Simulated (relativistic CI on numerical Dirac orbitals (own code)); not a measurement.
**Relativistic CI calculation for Ni⁴⁺**

System: Ni⁴⁺.
Method: Dirac-Coulomb-Breit CI, KLI orbitals optimised for each configuration, model QED (radiative potential, 1s self-energy scaled to tabulated hydrogen-like ionisation energies), valence Slater integrals scaled by 0.8, multiplet model of core-to-valence dipole absorption in a parametric crystal field (relativistic CI on numerical Dirac orbitals, in-house).

**Summary**

- outcome: converged
- hardware: 1 CPU thread, shared host
- CPU time: 0.65 s

**Notes**

Limits: free-ion energies, so absolute edge positions are off by a few eV from solids; core and valence shell share one n, so the strongest features autoionise and are far broader and can lie several eV off in experiment.

**Input**
```
atom Ni  Z=28  charge=4  electrons=24
nucleus A=58  rms_radius_fm=3.7757
hamiltonian dirac-coulomb  breit=on  qed=on  c_scale=1
orbitals kli  potential=per-configuration
slater_scale 0.8
correlation none
mixing on
configurations
  [Ar] 3d6
  [Ne] 3s2 3p5 3d7
end
absorption M2,3 T=300 lorentz=0.8 gauss=0.3
crystal_field D3d 10Dq=13700 Dsigma=400 Dtau=-80
```

The program writes its results to a structured record and prints no log; tables and figures of this report are taken from that record.

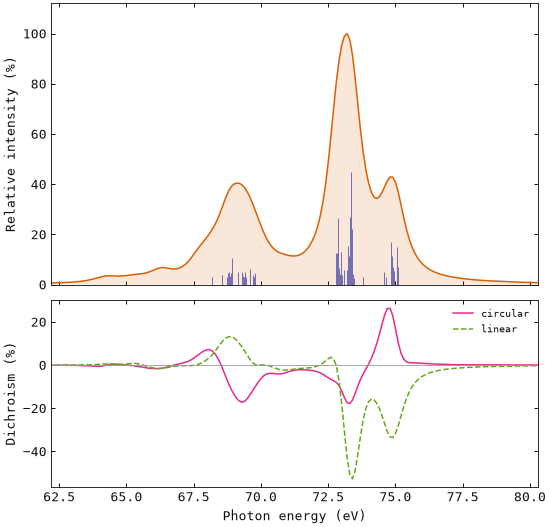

**Figure 1.** M₂,₃ X-ray absorption of Ni⁴⁺, [Ar] 3d⁶, in a field of D3d symmetry with 10Dq = 13,700, Dσ = 400, Dτ = −80 cm⁻¹. Sticks are the strongest transitions, on a scale of their own. Multiplet model: relativistic Dirac–Coulomb–Breit theory, one configuration a step, Slater integrals scaled by 0.8, 300 K, Voigt broadening (Lorentzian 0.8 eV, Gaussian 0.3 eV full widths), computed with a radial Dirac CI code. Dichroism is for the ground state at zero temperature, magnetised by an exchange field of 10 meV on Sz (linear: z less the mean of x and y). The main maxima lie at 69.1 eV (40), 73.2 eV (100) and 74.8 eV (43), heights in % of the largest; the centroid is at 72.0 eV. The ground state has S = 2.00. The circular dichroism (Δm = −1 less Δm = +1) is largest at 74.7 eV, 26 % of the isotropic maximum. The magnetised ground state has ⟨Lz⟩ = −0.12 and ⟨Sz⟩ = −1.11.
